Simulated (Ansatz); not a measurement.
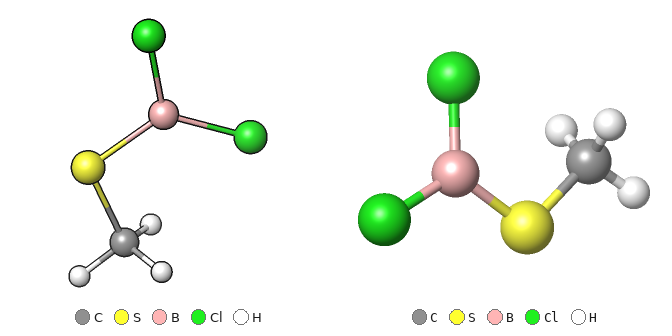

The same structure drawn twice, from different directions.

The computed structure is the end point of a PBE0-D4/def2-TZVP optimisation.

Question: Give the formula.

Answer: CH₃BCl₂S, 8 atoms: 1 carbon, 3 hydrogen, 1 boron, 2 chlorine and 1 sulfur.

Question: Count the bonded pairs by element.

Answer: 3 C–H, 2 B–Cl, 1 C–S, 1 B–S.

Question: How many atoms are distinct by symmetry?

Answer: 7: 1 C, 1 S, 1 B, 1 Cl, 1 Cl, 2 H, 1 H.

The parts below concern this one geometry. Atoms keep their numbers from picture to picture.

Shape

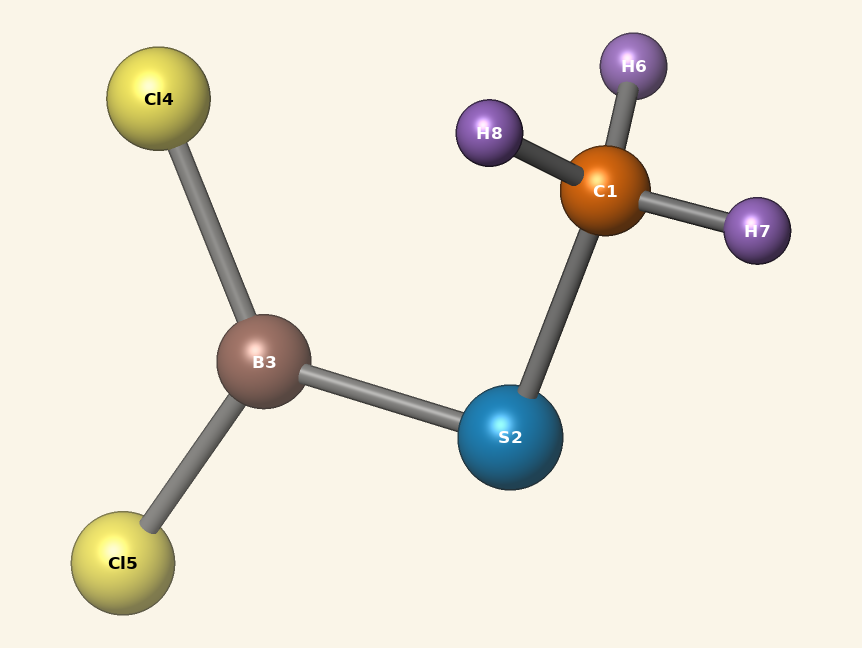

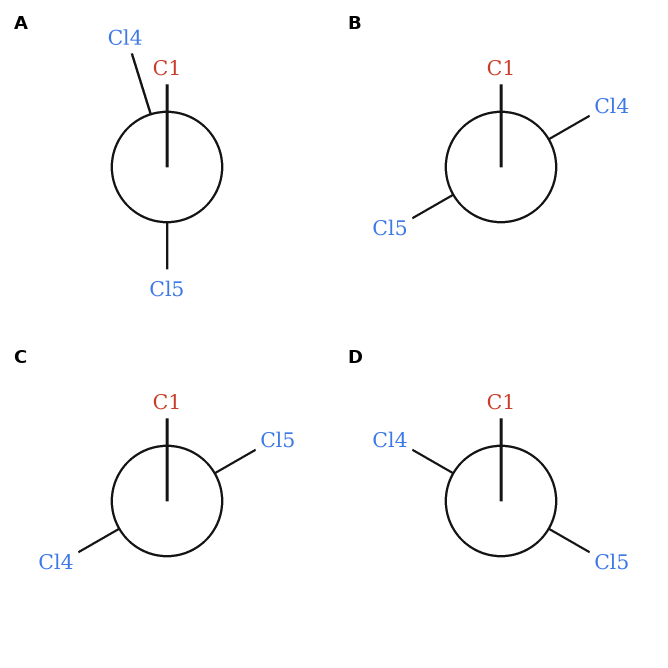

Atoms fade into the background with distance from the viewer. Bonds that would overlap in a projection are set slightly apart.

Question: Which Newman projection shows the view along S2–B3, with S2 in front?

Answer: A. The torsion angle C1–S2–B3–Cl4 is 0°, synperiplanar (eclipsed).

Electronic properties

Level of theory: RKS PBE0-D4/def2-SVP (Ansatz 0.2.0).

Question: Estimate the dispersion correction.

Answer: −20.1 kJ/mol.

Question: What is the HOMO–LUMO gap?

Answer: 6.86 eV.

Question: Give the HOMO energy (Kohn–Sham orbital) at this level.

Answer: −7.67 eV.

Vibrations

Harmonic vibrations computed with RKS PBE0-D4/def2-TZVP (Ansatz 0.2.0) at a stationary point of the same level.

Question: List the wavenumbers.

Answer: 18 modes: 108, 121, 170, 238, 306, 440, 464, 737, 943, 968, 984, 1009, 1351, 1464, 1466, 3078, 3175, 3179 cm⁻¹.

Thermal motion

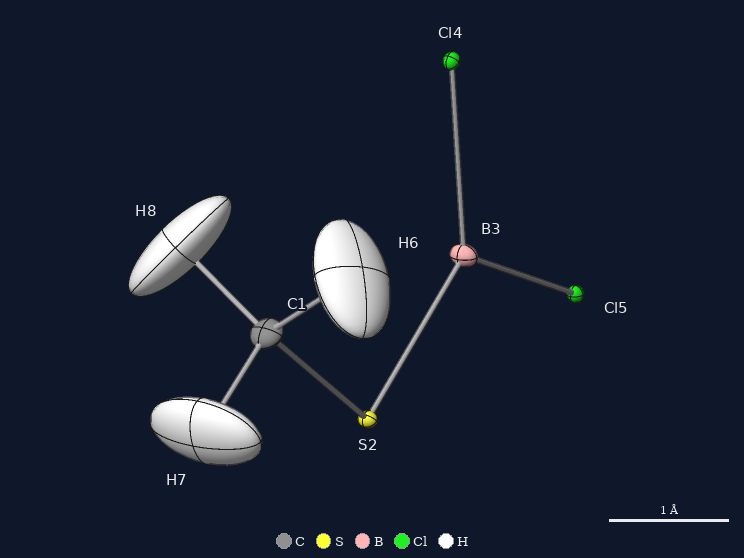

Displacement ellipsoids at the 50 % level, enlarged 1.5 times, from the internal vibrations of the free molecule (harmonic, no overall translation or rotation; no half-axis is drawn under 0.075 Å). Vibrations computed with RKS PBE0-D4/def2-TZVP (Ansatz 0.2.0). Temperature: 0 K (zero-point motion alone).

List U_eq and the three principal root-mean-square amplitudes for each kind of atom.

```tsv
atom	U_eq (Å²)	rms amplitudes (Å)
C1	0.0034	0.042, 0.062, 0.067
S2	0.0011	0.026, 0.032, 0.039
B3	0.0023	0.041, 0.043, 0.058
Cl4	0.00080	0.017, 0.030, 0.035
Cl5	0.00078	0.023, 0.028, 0.031
H6, H8	0.0306	0.088, 0.150, 0.248
H7	0.0285	0.090, 0.137, 0.242
```

Charges

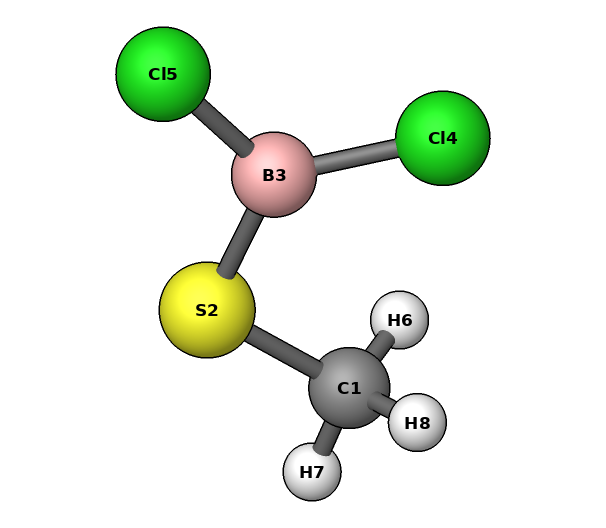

The questions are on Mulliken charges. Method: RKS B3LYP-D4/def2-TZVPP (Ansatz 0.2.0).

Question: Which atom carries the highest charge (most positive or least negative)?

Answer: B3 (0.21 e).

Question: And the lowest?

Answer: C1 (−0.26 e).

List the Mulliken charges.

| atom | value (e) |
| --- | --- |
| C1 | −0.26 |
| S2 | −0.07 |
| B3 | 0.21 |
| Cl4 | −0.14 |
| Cl5 | −0.13 |
| H6 | 0.13 |
| H7 | 0.13 |
| H8 | 0.13 |

Mulliken values depend strongly on the basis set and can even reverse the polarity of a bond.
